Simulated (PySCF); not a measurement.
# BP86/3-21G run of GeH4S (Ge(SH)H3)

Aim: the vertical ionisation energy of GeH4S (Ge(SH)H3) at BP86/3-21G, from 2 runs. Input form: a Python script.

The results are computed with PySCF 2.14.0.

## (1) The system as given

GeH4S: 6 atoms, total charge 0, spin state singlet. As SMILES, `[H][Ge]([H])([H])[SH]`. Geometry: a GFN2-xTB relaxation, a rough one for these elements and not checked as a minimum.

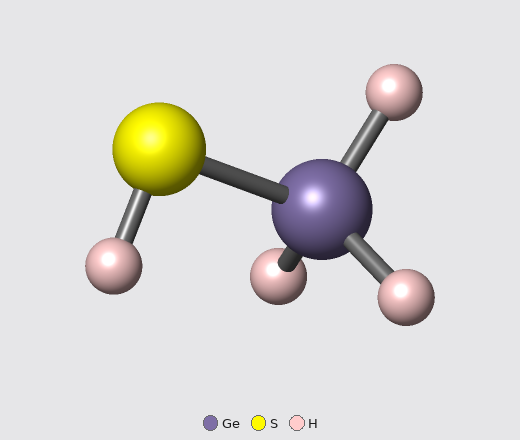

The structure, seen from a chosen angle (germanium purple, sulfur yellow, hydrogen pink).

## (2) The energy at BP86/3-21G

job.py

```python
from pyscf import gto, dft

mol = gto.M(
    atom=[
    ('Ge', (0.201110, -0.010780, -0.503070)),
    ('S', (0.260440, 0.021500, 1.690160)),
    ('H', (-1.059390, 0.053950, 1.826060)),
    ('H', (1.614000, -0.023310, -0.982370)),
    ('H', (-0.508420, 1.199120, -1.038330)),
    ('H', (-0.507750, -1.240490, -0.992450)),
],
    max_memory=1860,
    basis='3-21g',
    verbose=3,
)

ks = dft.RKS(mol, xc='bp86')
ks.conv_tol = 1e-10
ks.grids.level = 4
ks.kernel()
if not ks.converged:
    ks = ks.newton().run(ks.mo_coeff, ks.mo_occ)

energy = ks.e_tot
print('E(%s) = %.9f' % ('BP86', energy))
```

Run with:

```bash
$ OMP_NUM_THREADS=1 python job.py
```

Output:

```text
converged SCF energy = -2465.83367763049
E(BP86) = -2465.833677630
```

Wall time 3.9 s (1 thread of Arm Neoverse V2, shared host); peak memory 0.26 GiB.

## (3) The doublet cation

input.py

```python
from pyscf import gto, dft

mol = gto.M(
    atom='''
Ge   0.201110  -0.010780  -0.503070
S    0.260440   0.021500   1.690160
H   -1.059390   0.053950   1.826060
H    1.614000  -0.023310  -0.982370
H   -0.508420   1.199120  -1.038330
H   -0.507750  -1.240490  -0.992450
''',
    spin=1,
    verbose=3,
    max_memory=1860,
    basis='3-21g',
    charge=1,
)

mf = dft.UKS(mol)
mf.xc = 'bp86'
mf.conv_tol = 1e-10
mf.grids.level = 4
mf.kernel()
if not mf.converged:
    mf = mf.newton().run(mf.mo_coeff, mf.mo_occ)

etot = mf.e_tot
print('E = %.10f Eh' % etot)
```

Run with:

```bash
$ OMP_NUM_THREADS=1 python input.py
```

Output:

```text
WARN: HOMO -0.30926443649056 >= LUMO -0.309264436490561

converged SCF energy = -2465.47498831938  <S^2> = 0.75192523  2S+1 = 2.0019243
E = -2465.4749883194 Eh
```

It took 6.9 s on 1 thread of Arm Neoverse V2, shared host; peak memory 0.27 GiB.

## (4) Outcome

At BP86/3-21G:

| quantity | value |
| --- | --- |
| singlet GeH4S: total energy | -2465.83368 Eh |
| singlet GeH4S: dipole moment | 1.99 D |
| singlet GeH4S: HOMO energy | -6.16 eV |
| singlet GeH4S: LUMO energy | -0.77 eV |
| singlet GeH4S: HOMO–LUMO gap | 5.39 eV |
| doublet cation: total energy | -2465.47499 Eh |
| doublet cation: HOMO energy (highest over α and β) | -14.37 eV |
| doublet cation: LUMO energy (lowest over α and β) | -13.22 eV |
| doublet cation: ⟨S²⟩ | 0.752 |
| vertical ionisation energy (to the doublet cation) | 9.760 eV |

Removing an electron at fixed nuclei costs 9.76 eV (942 kJ/mol). −ε(HOMO) before ionisation, 6.16 eV, is 3.60 eV below this ionisation energy.
